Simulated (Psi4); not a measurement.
# Frequency calculation, with input and output: PNH$_{4}$ (part 3 of 3)

Continued. System: PNH$_{4}$, SMILES N=[PH3]. Method: SVWN-RPA/6-31G, RKS (Psi4 1.11). The geometry was optimised with SVWN-RPA/6-31G.

Geometry of the input (Å):
```
N  0.6576  -0.7617  0.9359
P  -0.1738  0.2443  -0.1086
H  1.0811  -1.5825  0.4579
H  -1.3915  -0.1591  -0.8489
H  0.4669  1.0083  -1.2038
H  -0.6890  1.3101  0.6991
```

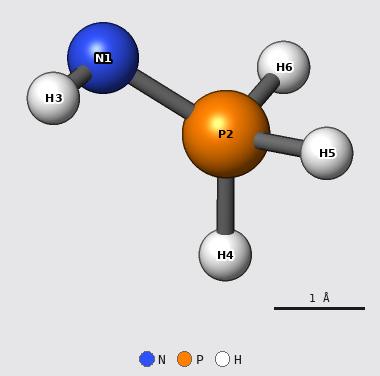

*The structure as given in the input (ball-and-stick view, seen at an oblique angle; atoms are numbered from 1 in the order of the input).*

What the program printed, continued
```
    1     0.00543822146437    -0.00781053690748     0.00902303675754    -0.00183108087816    -0.00035609029869
    2     0.00857987569159     0.00050121309229     0.00183794705531     0.00042792299159     0.00628041507658
    3     0.00334277881218    -0.00334490684045    -0.00348522320295     0.00895061549187    -0.00604334693379
    4    -0.02047266830343    -0.04814322990645    -0.05519034053855    -0.02392110726648     0.03625918277016
    5    -0.04369736339019    -0.01306227598760    -0.01898496240514    -0.06124490261059     0.04462764768827
    6    -0.01011072211236    -0.05597082324759     0.03207957092182     0.04613932059882    -0.08898588282061
    7     0.00010052675239     0.00059377510503     0.00107863229041    -0.00100851427868     0.00005657476446
    8     0.00167993739387    -0.00028930129319    -0.00048188288995     0.00093787720115    -0.00061391140933
    9     0.00046105342883     0.00056600205524    -0.00098776770434    -0.00065932242617     0.00106910730527
   10     0.03218156235329     0.05268685793744    -0.00740287862530    -0.00755150961885    -0.00085198155271
   11     0.03666556653381     0.01541485910033    -0.00894690191194    -0.00043748929285    -0.00364632809226
   12     0.01541485910033     0.05495833157899     0.00942396326336     0.00254058454849     0.00723223693169
   13    -0.00894690191194     0.00942396326336     0.05356950594650     0.02907744438508    -0.04107730189195
   14    -0.00043748929285     0.00254058454849     0.02907744438508     0.05491172732837    -0.04961560123513
   15    -0.00364632809226     0.00723223693169    -0.04107730189195    -0.04961560123513     0.09281261229022
   16    -0.00826516020131    -0.00673891766758    -0.00107476577059     0.00525460278978     0.00596426416016
   17    -0.00281210404019    -0.00510412838192    -0.00248361235304     0.00535008656852     0.00296326984225
   18    -0.00546081372456    -0.00342304012195     0.00404150941711    -0.00736132998295    -0.00606182118222

                16                  17                  18

    1    -0.00668204865074     0.00720803603493    -0.00549407935871
    2     0.00951333400626    -0.01284049582239     0.01121454566513
    3     0.00202370157325    -0.00076562422441     0.00698417119283
    4    -0.04536312348262     0.04172182519842     0.03558171035941
    5     0.04095175652943    -0.11390774879266    -0.07476862761421
    6     0.03307226708462    -0.07076606381288    -0.08551077015338
    7     0.00169908580487     0.00248001543203    -0.00259565287443
    8     0.00298339698628    -0.00013195116337     0.00285501208097
    9    -0.00089627081061     0.00015183083802    -0.00044203260705
   10     0.00445576975133     0.00151174200887     0.00189185243674
   11    -0.00826516020131    -0.00281210404019    -0.00546081372456
   12    -0.00673891766758    -0.00510412838192    -0.00342304012195
   13    -0.00107476577059    -0.00248361235304     0.00404150941711
   14     0.00525460278978     0.00535008656852    -0.00736132998295
   15     0.00596426416016     0.00296326984225    -0.00606182118222
   16     0.04694455296237    -0.05044092606873    -0.03342545112767
   17    -0.05044092606873     0.12432853557346     0.07353271223244
   18    -0.03342545112767     0.07353271223244     0.08847280745287

	total time  =         11 seconds =       0.18 minutes

  ==> Harmonic Vibrational Analysis <==

  non-mass-weighted Hessian:       Symmetric? True   Hermitian? True   Lin Dep Dim?  0 (0)
  projection of translations (True) and rotations (True) removed 6 degrees of freedom (6)
  total projector:                 Symmetric? True   Hermitian? True   Lin Dep Dim?  6 (6)
  mass-weighted Hessian:           Symmetric? True   Hermitian? True   Lin Dep Dim?  0 (0)
  pre-proj  low-frequency mode:    0.0000i [cm^-1]
  pre-proj  low-frequency mode:    0.0000i [cm^-1]
  pre-proj  low-frequency mode:    0.0000i [cm^-1]
  pre-proj  low-frequency mode:    0.0000i [cm^-1]
  pre-proj  low-frequency mode:    0.0000i [cm^-1]
  pre-proj  low-frequency mode:   16.7773  [cm^-1]
  pre-proj  all modes:['175.6736i' '175.1852i' '153.7007i' '25.6979i' '20.5776i' '16.7773'
 '448.3979' '659.4798' '725.6428' '778.1556' '974.0562' '1031.1743'
 '1081.7209' '1125.2956' '1997.3626' '2061.3292' '2353.6218' '3343.5405']
  projected mass-weighted Hessian: Symmetric? True   Hermitian? True   Lin Dep Dim?  6 (6)
  post-proj low-frequency mode:    0.0000i [cm^-1] (TR)
  post-proj low-frequency mode:    0.0000i [cm^-1] (TR)
  post-proj low-frequency mode:    0.0000  [cm^-1] (TR)
  post-proj low-frequency mode:    0.0000  [cm^-1] (TR)
  post-proj low-frequency mode:    0.0000  [cm^-1] (TR)
  post-proj low-frequency mode:    0.0000  [cm^-1] (TR)
  post-proj  all modes:['0.0000i' '0.0000i' '0.0000' '0.0000' '0.0000' '0.0000' '448.3684'
 '659.2786' '725.4696' '778.0115' '974.0427' '1031.1569' '1081.7147'
 '1125.2520' '1997.3601' '2061.3279' '2353.6206' '3343.5405']

  Vibration                       7                   8                   9
  Freq [cm^-1]                 448.3684            659.2786            725.4696
  Irrep                           A                   A                   A
  Reduced mass [u]              1.1167              1.1965              1.2714
  Force const [mDyne/A]         0.1323              0.3064              0.3943
  Turning point v=0 [a0]        0.4904              0.3907              0.3613
  RMS dev v=0 [a0 u^1/2]        0.3664              0.3022              0.2881
  IR activ [km/mol]            181.9147             0.4999             14.7419
  Char temp [K]                645.1024            948.5551           1043.7893
  ----------------------------------------------------------------------------------
      1   N               -0.07 -0.05  0.01    0.06  0.04 -0.01    0.02  0.00  0.09
      2   P                0.01  0.01 -0.00   -0.05 -0.03  0.01   -0.00 -0.02 -0.07
      3   H                0.76  0.48 -0.15    0.13  0.08 -0.02    0.08 -0.06  0.21
      4   H               -0.15  0.06  0.21   -0.04  0.57 -0.36   -0.29  0.44  0.18
      5   H               -0.06 -0.19 -0.17    0.58 -0.23  0.26   -0.22  0.49  0.16
      6   H                0.14  0.08 -0.03    0.19  0.12 -0.04    0.25 -0.26  0.43

  Vibration                       10                  11                  12
  Freq [cm^-1]                 778.0115            974.0427           1031.1569
  Irrep                           A                   A                   A
  Reduced mass [u]              3.2176              1.0323              1.0585
  Force const [mDyne/A]         1.1475              0.5771              0.6631
  Turning point v=0 [a0]        0.2193              0.3460              0.3321
  RMS dev v=0 [a0 u^1/2]        0.2782              0.2486              0.2416
  IR activ [km/mol]            135.7336            12.9483             29.2456
  Char temp [K]               1119.3853           1401.4305           1483.6052
  ----------------------------------------------------------------------------------
      1   N                0.17 -0.19  0.26   -0.01 -0.00  0.00   -0.01  0.02 -0.00
      2   P               -0.07  0.08 -0.08   -0.02 -0.01  0.00    0.02 -0.03 -0.00
      3   H               -0.22  0.11 -0.81    0.07  0.04 -0.01   -0.11  0.10 -0.25
      4   H                0.05 -0.04 -0.15    0.24 -0.32 -0.21   -0.27  0.05  0.46
      5   H               -0.03 -0.09 -0.14   -0.13  0.39  0.19    0.19  0.34  0.38
      6   H               -0.12  0.13 -0.21    0.64  0.40 -0.12   -0.23  0.23 -0.47

  Vibration                       13                  14                  15
  Freq [cm^-1]                1081.7147           1125.2520           1997.3601
  Irrep                           A                   A                   A
  Reduced mass [u]              1.1134              1.2671              1.0426
  Force const [mDyne/A]         0.7676              0.9453              2.4507
  Turning point v=0 [a0]        0.3162              0.2906              0.2404
  RMS dev v=0 [a0 u^1/2]        0.2359              0.2313              0.1736
  IR activ [km/mol]            89.3361             34.7930             324.6793
  Char temp [K]               1556.3466           1618.9871           2873.7565
  ----------------------------------------------------------------------------------
      1   N                0.04 -0.07 -0.01    0.04 -0.07 -0.00    0.00  0.00 -0.00
      2   P               -0.01  0.02  0.01   -0.04  0.05 -0.04   -0.03 -0.02  0.01
      3   H                0.24 -0.23  0.50    0.23 -0.22  0.47    0.01  0.00 -0.00
      4   H               -0.02  0.32 -0.18   -0.09 -0.45  0.34    0.57  0.21  0.36
      5   H               -0.32  0.13 -0.12    0.52 -0.07  0.22    0.32  0.35 -0.53
      6   H               -0.26  0.27 -0.47    0.02 -0.00  0.09   -0.02 -0.01  0.00

  Vibration                       16                  17                  18
  Freq [cm^-1]                2061.3279           2353.6206           3343.5405
  Irrep                           A                   A                   A
  Reduced mass [u]              1.0316              1.0369              1.0755
  Force const [mDyne/A]         2.5827              3.3843              7.0840
  Turning point v=0 [a0]        0.2379              0.2221              0.1830
  RMS dev v=0 [a0 u^1/2]        0.1709              0.1599              0.1342
  IR activ [km/mol]            293.0145            45.1080             15.3657
  Char temp [K]               2965.7919           3386.3360           4810.6103
  ----------------------------------------------------------------------------------
      1   N               -0.00  0.00 -0.00    0.00 -0.00  0.00    0.03 -0.06 -0.02
      2   P               -0.01  0.00 -0.03    0.01 -0.02 -0.02   -0.00  0.00 -0.00
      3   H                0.01 -0.01  0.02    0.00 -0.00 -0.01   -0.42  0.80  0.41
      4   H                0.59  0.20  0.33   -0.01 -0.01 -0.02    0.00  0.00 -0.00
      5   H               -0.32 -0.37  0.51    0.01 -0.00 -0.02   -0.00  0.00 -0.00
      6   H               -0.01  0.02  0.00   -0.36  0.74  0.57    0.00  0.00  0.01

  ==> Thermochemistry Components <==

  Entropy, S
    Electronic S                             0.000 [cal/(mol K)]        0.000 [J/(mol K)]       0.00000000 [mEh/K] (multiplicity = 1)
    Translational S                         37.592 [cal/(mol K)]      157.285 [J/(mol K)]       0.05990687 [mEh/K] (mol. weight = 49.0081 [u], P = 101325.00 [Pa])
    Rotational S                            20.509 [cal/(mol K)]       85.811 [J/(mol K)]       0.03268357 [mEh/K] (symmetry no. = 1)
    Vibrational S                            1.975 [cal/(mol K)]        8.262 [J/(mol K)]       0.00314672 [mEh/K]
  Total S                                   60.076 [cal/(mol K)]      251.358 [J/(mol K)]       0.09573716 [mEh/K]
  Correction S                               0.000 [cal/(mol K)]        0.000 [J/(mol K)]       0.00000000 [mEh/K]

  Constant volume heat capacity, Cv
    Electronic Cv                            0.000 [cal/(mol K)]        0.000 [J/(mol K)]       0.00000000 [mEh/K]
    Translational Cv                         2.981 [cal/(mol K)]       12.472 [J/(mol K)]       0.00475022 [mEh/K]
    Rotational Cv                            2.981 [cal/(mol K)]       12.472 [J/(mol K)]       0.00475022 [mEh/K]
    Vibrational Cv                           5.073 [cal/(mol K)]       21.225 [J/(mol K)]       0.00808426 [mEh/K]
  Total Cv                                  11.035 [cal/(mol K)]       46.169 [J/(mol K)]       0.01758469 [mEh/K]
  Correction Cv                              0.000 [cal/(mol K)]        0.000 [J/(mol K)]       0.00000000 [mEh/K]

  Constant pressure heat capacity, Cp
    Electronic Cp                            0.000 [cal/(mol K)]        0.000 [J/(mol K)]       0.00000000 [mEh/K]
    Translational Cp                         4.968 [cal/(mol K)]       20.786 [J/(mol K)]       0.00791703 [mEh/K]
    Rotational Cp                            2.981 [cal/(mol K)]       12.472 [J/(mol K)]       0.00475022 [mEh/K]
    Vibrational Cp                           5.073 [cal/(mol K)]       21.225 [J/(mol K)]       0.00808426 [mEh/K]
  Total Cp                                  13.022 [cal/(mol K)]       54.483 [J/(mol K)]       0.02075150 [mEh/K]
  Correction Cp                              0.000 [cal/(mol K)]        0.000 [J/(mol K)]       0.00000000 [mEh/K]

  ==> Thermochemistry Energy Analysis <==

  Raw electronic energy, E_e
  Total E_e, Electronic energy at well bottom                                          -397.10014391 [Eh]

  Zero-point vibrational energy, ZPVE = Sum_i omega_i / 2,  E_0 = E_e + ZPVE
    Vibrational ZPVE                        23.701 [kcal/mol]       99.165 [kJ/mol]       0.03777007 [Eh]        8289.572 [cm^-1]
  Correction ZPVE to E_e                    23.701 [kcal/mol]       99.165 [kJ/mol]       0.03777007 [Eh]        8289.572 [cm^-1]
  Total E_0, Enthalpy at 0 [K]                                                         -397.06237384 [Eh]
  *** Absolute enthalpy, not an enthalpy of formation ***

  Thermal (internal) energy, E (includes ZPVE and finite-temperature corrections)
    Electronic contrib to E beyond E_e       0.000 [kcal/mol]        0.000 [kJ/mol]       0.00000000 [Eh]
    Translational contrib to E               0.889 [kcal/mol]        3.718 [kJ/mol]       0.00141628 [Eh]
    Rotational contrib to E                  0.889 [kcal/mol]        3.718 [kJ/mol]       0.00141628 [Eh]
    Vibrational contrib to E                24.145 [kcal/mol]      101.022 [kJ/mol]       0.03847713 [Eh]
  Correction E                              25.922 [kcal/mol]      108.459 [kJ/mol]       0.04130969 [Eh]
  Total E, Thermal (internal) energy at  298.15 [K]                                    -397.05883422 [Eh]

  Enthalpy, H_trans = E_trans + k_B * T = E_trans + P * V
    Electronic contrib to H beyond E_e       0.000 [kcal/mol]        0.000 [kJ/mol]       0.00000000 [Eh]
    Translational contrib to H               1.481 [kcal/mol]        6.197 [kJ/mol]       0.00236046 [Eh]
    Rotational contrib to H                  0.889 [kcal/mol]        3.718 [kJ/mol]       0.00141628 [Eh]
    Vibrational contrib to H                24.145 [kcal/mol]      101.022 [kJ/mol]       0.03847713 [Eh]
  Correction H                              26.515 [kcal/mol]      110.938 [kJ/mol]       0.04225387 [Eh]
  Total H, Enthalpy at  298.15 [K]                                                     -397.05789003 [Eh]
  *** Absolute enthalpy, not an enthalpy of formation ***

  Gibbs free energy, G = H - T * S
    Electronic contrib to G beyond E_e       0.000 [kcal/mol]        0.000 [kJ/mol]       0.00000000 [Eh]
    Translational contrib to G              -9.727 [kcal/mol]      -40.697 [kJ/mol]      -0.01550077 [Eh]
    Rotational contrib to G                 -5.226 [kcal/mol]      -21.866 [kJ/mol]      -0.00832833 [Eh]
    Vibrational contrib to G                23.556 [kcal/mol]       98.558 [kJ/mol]       0.03753894 [Eh]
  Correction G                               8.603 [kcal/mol]       35.995 [kJ/mol]       0.01370984 [Eh]
  Total G, Gibbs energy at  298.15 [K]                                                 -397.08643407 [Eh]
  *** Absolute Gibbs energy, not a free energy of formation ***
```

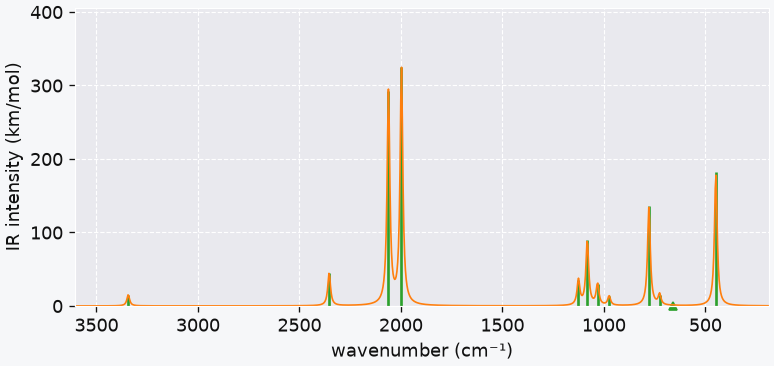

*Harmonic infrared spectrum, unscaled: sticks (degenerate modes added up, dark ones marked on the axis) with a Lorentzian envelope of 16 cm⁻¹ full width, scaled to the tallest stick.*

12 modes from 448 to 3344 cm⁻¹, none imaginary. The strongest line is at 1997 cm⁻¹ (325 km/mol). All modes, in cm⁻¹ (km/mol): 448 (182), 659 (0.5), 725 (14.7), 778 (136), 974 (12.9), 1031 (29), 1082 (89), 1125 (35), 1997 (325), 2061 (293), 2354 (45), 3344 (15.4).

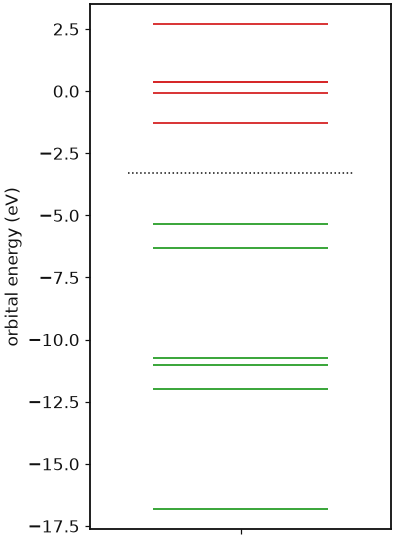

*Orbital energies near the frontier; the dotted line parts filled from empty levels, and levels within 0.02 eV of each other stand side by side.*

Highest filled −5.34 eV, lowest empty −1.27 eV, 4.07 eV apart.

Summary

| quantity | value |
| --- | --- |
| outcome | converged |
| total energy | −397.100144 hartree |
| basis functions | 30 |
| HOMO | −5.34 eV |
| LUMO | −1.27 eV |
| zero-point energy | 0.037770 hartree |
| dipole moment | 3.15 D |
| wavenumbers, lowest and highest | 448 and 3344 cm⁻¹ |
| hardware | 1 thread of Intel Xeon @ 2.90GHz (Ice Lake), 192 GiB of memory available, shared host |
| wall time | 17 s |
| peak memory | 0.24 GiB |
